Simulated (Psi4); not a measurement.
**C2H3BClN: interaction calculation (part 2 of 3)**

The same run, continued: C2H3BClN, SMILES NBCl.[C]#[C]; SAPT(DFT)/jun-cc-pV(D+d)Z, RHF (Psi4 1.11). 

Geometry of the input (Å):
```
N  -0.4027  0.0029  -0.6503
B  0.3625  -0.1482  0.4914
Cl 0.5229  1.2000  1.6237
H  -0.5189  -0.7386  -1.3189
H  -0.8857  0.8552  -0.8805
H  0.9217  -1.1712  0.7348
C  5.1288  -0.1042  5.0686
C  5.9684  -0.4400  5.7963
```

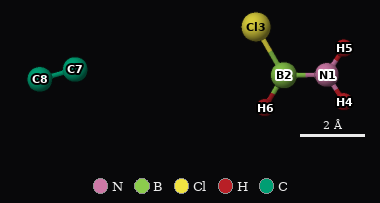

**Figure 1.** The structure as given in the input (ball-and-stick view, seen at a tilt; atoms are numbered from 1 in the order of the input).

What the program printed, continued:
```
    Nuclear Repulsion Energy =             85.3981535376450864
    One-Electron Energy =                -914.1428668453817181
    Two-Electron Energy =                 288.2572387232226561
    Total Energy =                       -540.4874745845140751

Computation Completed

Properties will be evaluated at   0.000000,   0.000000,   0.000000 [a0]

Properties computed using the SCF density matrix

 Multipole Moments:

 ------------------------------------------------------------------------------------
     Multipole            Electronic (a.u.)      Nuclear  (a.u.)        Total (a.u.)
 ------------------------------------------------------------------------------------

 L = 1.  Multiply by 2.5417464519 to convert [e a0] to [Debye]
 Dipole X            :        -14.4131752           13.9837844           -0.4293908
 Dipole Y            :        -35.5720905           35.1943727           -0.3777178
 Dipole Z            :        -46.3736862           45.4332490           -0.9404372
 Magnitude           :                                                    1.1006676

 ------------------------------------------------------------------------------------

	total time  =          1 seconds =       0.02 minutes

   => Loading Basis Set <=

    Name: JUN-CC-PV(D+D)Z
    Role: ORBITAL
    Keyword: BASIS

         ---------------------------------------------------------
                       SAPT(DFT): delta HF Monomer B
         ---------------------------------------------------------
                                   SCF
                              RHF Reference
                        1 Threads,   1525 MiB Core
         ---------------------------------------------------------

  ==> Geometry <==

    Molecular point group: c1
    Full point group: C1

    Geometry (in Angstrom), charge = 0, multiplicity = 1:

       Center              X                  Y                   Z               Mass
    ------------   -----------------  -----------------  -----------------  -----------------
      Gh(N)          -0.402650000000     0.002880000000    -0.650330000000    14.003074004430
      Gh(B)           0.362550000000    -0.148220000000     0.491370000000    11.009305360000
      Gh(CL)          0.522850000000     1.199980000000     1.623670000000    34.968852682000
      Gh(H)          -0.518850000000    -0.738620000000    -1.318930000000     1.007825032230
      Gh(H)          -0.885650000000     0.855180000000    -0.880530000000     1.007825032230
      Gh(H)           0.921750000000    -1.171220000000     0.734770000000     1.007825032230
         C            5.128800000000    -0.104150000000     5.068610000000    12.000000000000
         C            5.968420000000    -0.440020000000     5.796340000000    12.000000000000

  Running in c1 symmetry.

  Rotational constants: A =      0.21785  B =      0.01085  C =      0.01035 [cm^-1]
  Rotational constants: A =   6530.87521  B =    325.42439  C =    310.36942 [MHz]
  Nuclear repulsion =   16.412003098290974

  Charge       = 0
  Multiplicity = 1
  Electrons    = 12
  Nalpha       = 6
  Nbeta        = 6

  ==> Iterations <==

                           Total Energy        Delta E     RMS |[F,P]|

   @DF-RHF iter SAD:   -74.54873806063564   -7.45487e+01   0.00000e+00
   @DF-RHF iter   1:   -75.34602669061466   -7.97289e-01   1.68823e-03 DIIS/ADIIS
   @DF-RHF iter   2:   -75.36995108866913   -2.39244e-02   4.84142e-04 DIIS/ADIIS
   @DF-RHF iter   3:   -75.37233588905401   -2.38480e-03   1.59999e-04 DIIS/ADIIS
   @DF-RHF iter   4:   -75.37283140859452   -4.95520e-04   2.55815e-05 DIIS
   @DF-RHF iter   5:   -75.37284010616645   -8.69757e-06   2.49302e-06 DIIS
   @DF-RHF iter   6:   -75.37284018652662   -8.03602e-08   1.03982e-06 DIIS
   @DF-RHF iter   7:   -75.37284019379275   -7.26614e-09   1.49038e-07 DIIS
   @DF-RHF iter   8:   -75.37284019397956   -1.86802e-10   1.21352e-08 DIIS
   @DF-RHF iter   9:   -75.37284019398355   -3.99325e-12   6.16979e-09 DIIS
  Energy and wave function converged.

  ==> Post-Iterations <==

    Final Occupation by Irrep:
              A
    DOCC [     6 ]
    NA   [     6 ]
    NB   [     6 ]

  @DF-RHF Final Energy:   -75.37284019398355

   => Energetics <=

    Nuclear Repulsion Energy =             16.4120030982909739
    One-Electron Energy =                -133.0825278312453577
    Two-Electron Energy =                  41.2976845389708416
    Total Energy =                        -75.3728401939835493

Computation Completed

Properties will be evaluated at   0.000000,   0.000000,   0.000000 [a0]

Properties computed using the SCF density matrix

 Multipole Moments:

 ------------------------------------------------------------------------------------
     Multipole            Electronic (a.u.)      Nuclear  (a.u.)        Total (a.u.)
 ------------------------------------------------------------------------------------

 L = 1.  Multiply by 2.5417464519 to convert [e a0] to [Debye]
 Dipole X            :       -125.8238244          125.8242393            0.0004149
 Dipole Y            :          6.1698688           -6.1699936           -0.0001248
 Dipole Z            :       -123.1903265          123.1906792            0.0003527
 Magnitude           :                                                    0.0005587

 ------------------------------------------------------------------------------------

	total time  =          1 seconds =       0.02 minutes

         ---------------------------------------------------------
                        SAPT(DFT): delta HF Segment

         ---------------------------------------------------------

  ==> Preparing SAPT Data Cache <==

   => Auxiliary Basis Set <=

  Basis Set: (JUN-CC-PV(D+D)Z AUX)
    Blend: JUN-CC-PVDZ-JKFIT
    Number of shells: 174
    Number of basis functions: 506
    Number of Cartesian functions: 579
    Spherical Harmonics?: true
    Max angular momentum: 3

  ==> E10 Electostatics <==

    Elst10,r                         -0.16693329 [mEh]

  ==> E10 Exchange <==

    Exch10(S^2)                       0.00052168 [mEh]
    Exch10                            0.00052168 [mEh]

  ==> E20 Induction <==

   => Uncoupled Induction <=

    Ind20,u (A<-B)                   -0.00082267 [mEh]
    Ind20,u (A->B)                   -0.01190457 [mEh]
    Ind20,u                          -0.01272724 [mEh]
    Exch-Ind20,u (A<-B)               0.00004418 [mEh]
    Exch-Ind20,u (A->B)               0.00003914 [mEh]
    Exch-Ind20,u                      0.00008333 [mEh]

   => Coupled Induction <=

   ---------------------------------------------------
              SAPT Coupled Induction Solver
   ---------------------------------------------------
    Maxiter             =          20
    Convergence         =   1.000E-08
   ---------------------------------------------------
     Iter       (A<-B)           (B->A)      Time [s]
   ---------------------------------------------------
    Guess    3.175491e-01     1.579942e+00          0
        1    1.436101e-01     2.106407e-01          0
        2    3.377337e-02     2.266471e-01          0
        3    6.267087e-03     1.012952e-01          0
        4    1.705478e-03     3.384017e-01          0
        5    5.423484e-04     2.907749e-01          0
        6    1.867192e-04     4.600461e-02          0
        7    4.016182e-05     8.951011e-03          0
        8    7.450395e-06     1.577495e-03          0
        9    1.816051e-06     7.090342e-04          0
       10    4.309137e-07     2.049718e-04          1
       11    1.045469e-07     5.127082e-05          1
       12    2.681103e-08     9.275824e-06          1
       13    5.447305e-09*    1.083138e-06          1
       14    5.447305e-09*    1.919696e-06          1
       15    5.447305e-09*    2.095975e-06          1
       16    5.447305e-09*    2.769582e-07          1
       17    5.447305e-09*    1.333534e-07          1
       18    5.447305e-09*    1.614018e-08          1
       19    5.447305e-09*    2.896544e-09*         1
   ---------------------------------------------------

    Ind20,r (A<-B)                   -0.00096367 [mEh]
    Ind20,r (A->B)                   -0.01043531 [mEh]
    Ind20,r                          -0.01139898 [mEh]
    Exch-Ind20,r (A<-B)               0.00004879 [mEh]
    Exch-Ind20,r (A->B)               0.00004037 [mEh]
    Exch-Ind20,r                      0.00008916 [mEh]

   Partial SAPT(HF) Results, to compute Delta HF (dHF)
  ---------------------------------------------------------------------------------------------------------
    Electrostatics                   -0.16693329 [mEh]     -0.10475222 [kcal/mol]     -0.43828329 [kJ/mol]
      Elst10,r                       -0.16693329 [mEh]     -0.10475222 [kcal/mol]     -0.43828329 [kJ/mol]

    Exchange                          0.00052168 [mEh]      0.00032736 [kcal/mol]      0.00136968 [kJ/mol]
      Exch10                          0.00052168 [mEh]      0.00032736 [kcal/mol]      0.00136968 [kJ/mol]
      Exch10(S^2)                     0.00052168 [mEh]      0.00032736 [kcal/mol]      0.00136968 [kJ/mol]

    Induction (no dHF)               -0.01130982 [mEh]     -0.00709702 [kcal/mol]     -0.02969394 [kJ/mol]
      Ind20,r                        -0.01139898 [mEh]     -0.00715297 [kcal/mol]     -0.02992803 [kJ/mol]
      Exch-Ind20,r                    0.00008916 [mEh]      0.00005595 [kcal/mol]      0.00023409 [kJ/mol]
      Induction (A<-B) (no dHF)      -0.00091488 [mEh]     -0.00057409 [kcal/mol]     -0.00240201 [kJ/mol]
      Induction (A->B) (no dHF)      -0.01039495 [mEh]     -0.00652293 [kcal/mol]     -0.02729193 [kJ/mol]

    Subtotal SAPT(HF)                -0.17772143 [mEh]     -0.11152188 [kcal/mol]     -0.46660755 [kJ/mol]
    Total HF                         -0.17808399 [mEh]     -0.11174939 [kcal/mol]     -0.46755944 [kJ/mol]
    Delta HF                         -0.00036256 [mEh]     -0.00022751 [kcal/mol]     -0.00095189 [kJ/mol]
  ---------------------------------------------------------------------------------------------------------
   Partial SAPT(HF) Results, alternate SAPT0-like display
  ---------------------------------------------------------------------------------------------------------
    Induction                        -0.01167238 [mEh]     -0.00732453 [kcal/mol]     -0.03064583 [kJ/mol]
      Ind20,r                        -0.01139898 [mEh]     -0.00715297 [kcal/mol]     -0.02992803 [kJ/mol]
      Exch-Ind20,r                    0.00008916 [mEh]      0.00005595 [kcal/mol]      0.00023409 [kJ/mol]
      delta HF,r (2)                 -0.00036256 [mEh]     -0.00022751 [kcal/mol]     -0.00095189 [kJ/mol]
      Induction (A<-B)               -0.00094420 [mEh]     -0.00059250 [kcal/mol]     -0.00247901 [kJ/mol]
      Induction (A->B)               -0.01072818 [mEh]     -0.00673203 [kcal/mol]     -0.02816682 [kJ/mol]
  ---------------------------------------------------------------------------------------------------------

   => Loading Basis Set <=

    Name: JUN-CC-PV(D+D)Z
    Role: ORBITAL
    Keyword: BASIS

         ---------------------------------------------------------
                          SAPT(DFT): DFT Monomer A
         ---------------------------------------------------------
                                   SCF
                              RKS Reference
                        1 Threads,   1525 MiB Core
         ---------------------------------------------------------

  ==> DFT Potential <==

   => LibXC <=

    Version 7.1.2

   => Composite Functional: PBE <=

    PBE GGA Exchange-Correlation Functional

    Deriv               =              1
    GGA                 =           TRUE
    Meta                =          FALSE

    Exchange Hybrid     =          FALSE
    MP2 Hybrid          =          FALSE

   => Exchange Functionals <=

    1.0000     XC_GGA_X_PBE

   => Correlation Functionals <=

    1.0000     XC_GGA_C_PBE

   => LibXC Density Thresholds  <==

    XC_GGA_C_PBE:  1.00E-12
    XC_GGA_X_PBE:  1.00E-15

   => Asymptotic Correction <=

    X Functional        =    XC_GGA_X_LB
    C Functional        =   XC_LDA_C_VWN
    Bulk Shift          =       0.200000
    GRAC Alpha          =       0.500000
    GRAC Beta           =      40.000000

   => Molecular Quadrature <=

    Radial Scheme          =       TREUTLER
    Pruning Scheme         =           NONE
    Nuclear Scheme         =       TREUTLER

    Blocking Scheme        =         OCTREE
    BS radius alpha        =              1
    Pruning alpha          =              1
    Radial Points          =             75
    Spherical Points       =            302
    Total Points           =         175744
    Total Blocks           =           1402
    Max Points             =            256
    Max Functions          =            100
    Weights Tolerance      =       1.00E-15

  ==> Integral Setup <==

  DFHelper Memory: AOs need 0.044 GiB; user supplied 0.734 GiB.
  SCF_SUBTYPE=INCORE selected. In-core MEM_DF algorithm will be used.
  Using in-core AOs.

  ==> MemDFJK: Density-Fitted J/K Matrices <==

    J tasked:                   Yes
    K tasked:                    No
    wK tasked:                   No
    Memory [MiB]:               751
    Algorithm:                 Core
    Schwarz Cutoff:           1E-12
    Mask sparsity (%):      18.8366
    Fitting Condition:        1E-10

   => Auxiliary Basis Set <=

  Basis Set: (JUN-CC-PV(D+D)Z AUX)
    Blend: JUN-CC-PVDZ-JKFIT
    Number of shells: 174
    Number of basis functions: 506
    Number of Cartesian functions: 579
    Spherical Harmonics?: true
    Max angular momentum: 3

  Cached 100.0% of DFT collocation blocks in 0.383 [GiB].

  Minimum eigenvalue in the overlap matrix is 4.5728755662E-04.
  Reciprocal condition number of the overlap matrix is 6.8484094196E-05.
    Using symmetric orthogonalization.

  ==> Iterations <==

                           Total Energy        Delta E     RMS |[F,P]|
```
